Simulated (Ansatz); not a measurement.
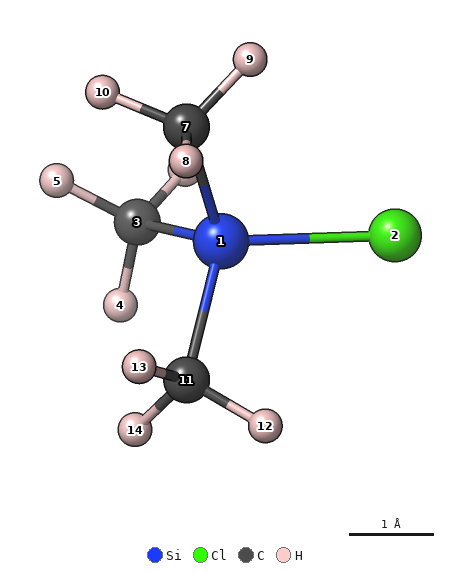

This is the input geometry for a relaxation of C$_{3}$H$_{9}$ClSi. The picture is a ball-and-stick view, seen from a free direction.

The run prepares the start of a later molecular dynamics calculation, from a guessed geometry.

Theory: Ansatz 0.2.0, RKS PBE0-D4/6-31G.

Input
```yaml
crystal:
  periodic: [false, false, false]
  atoms:
    - { symbol: Si, position_ang: [0.0, 0.0, 0.0] }
    - { symbol: Cl, position_ang: [0.0, 0.0, 2.13] }
    - { symbol: C, position_ang: [1.7634, 0.0, -0.6227] }
    - { symbol: H, position_ang: [2.1111, -1.0463, -0.7509] }
    - { symbol: H, position_ang: [1.8119, 0.5276, -1.5981] }
    - { symbol: H, position_ang: [2.4154, 0.5187, 0.1108] }
    - { symbol: C, position_ang: [-0.8808, 1.5259, -0.6227] }
    - { symbol: H, position_ang: [-1.9334, 1.2723, -0.8671] }
    - { symbol: H, position_ang: [-0.8624, 2.3106, 0.1622] }
    - { symbol: H, position_ang: [-0.3704, 1.9025, -1.5336] }
    - { symbol: C, position_ang: [-0.8808, -1.5259, -0.6227] }
    - { symbol: H, position_ang: [-1.3804, -2.0377, 0.2261] }
    - { symbol: H, position_ang: [-1.6409, -1.2332, -1.3768] }
    - { symbol: H, position_ang: [-0.1449, -2.2146, -1.0879] }
basis:
  gaussian: { orbitals: "6-31G" }
hamiltonian:
  xc: pbe0
  dispersion: d4
relax:
  f_tol: 0.02
  max_steps: 40
output:
  orbitals: {}
```

Launched with:
```bash
ansatz run input.yaml --threads 1 --pin off --max-ram 2048MiB --backend cpu --events-out ev --progress --plain --runs-dir out
```

Where does the relaxation end?

Over 10 geometry steps the energy falls by 0.307 eV. Largest force component: 1.2 eV/Å at the start, 0.0058 eV/Å at the end. The largest moves after the best rigid fit, 0.90 Å, are those of H12 and H13. Largest moves by element: H 0.90 Å, Cl 0.25 Å, C 0.17 Å, Si 0.10 Å. Some distances before and after: Si1–Cl2 2.130 → 2.205 Å, Si1–C11 1.869 → 1.894 Å, C11–H12 1.110 → 1.094 Å, C11–H13 1.110 → 1.096 Å. Bond angles that change, for instance: Cl2–Si1–C3 109.4° → 106.2°, C3–Si1–C7 109.5° → 112.5°. Groups turn about Si1–C11 by about 50°, Si1–C7 by about 35°, Si1–C3 by about 30°. Cost: 65 s on 1 thread of Arm Neoverse V1, with other jobs on the host, peak memory 0.16 GiB.

Step by step:

| step | E − E(0), eV | largest force component, eV/Å |
| --- | --- | --- |
| 0 | 0.0000 | 1.1743 |
| 1 | -0.1768 | 0.4304 |
| 2 | -0.2184 | 0.2767 |
| 3 | -0.2584 | 0.1276 |
| 4 | -0.2632 | 0.5257 |
| 5 | -0.3003 | 0.1391 |
| 6 | -0.3039 | 0.1390 |
| 7 | -0.3040 | 0.2075 |
| 8 | -0.3070 | 0.0308 |
| 9 | -0.3073 | 0.0021 |
| 10 | -0.3074 | 0.0058 |

Final geometry:

```xyz
14

Si    0.0052   -0.0342   -0.0971
Cl    0.0333   -0.2407    2.0976
C     1.8167    0.0444   -0.6430
H     2.3498   -0.8635   -0.3465
H     1.8762    0.1424   -1.7332
H     2.3203    0.9029   -0.1893
C    -0.9342    1.5685   -0.4651
H    -1.9548    1.5158   -0.0753
H    -0.4333    2.4243   -0.0033
H    -0.9829    1.7358   -1.5473
C    -0.8870   -1.5673   -0.7602
H    -1.9050   -1.6233   -0.3639
H    -0.9411   -1.5264   -1.8543
H    -0.3551   -2.4789   -0.4726
```

The end point in the same view:

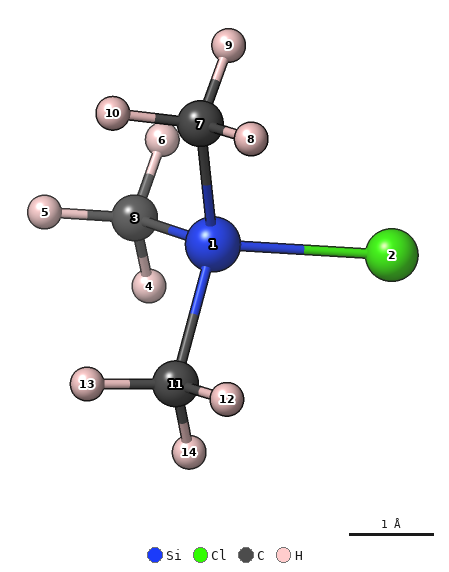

Limits of the set-up: the basis has no polarisation functions, which atoms past neon need.
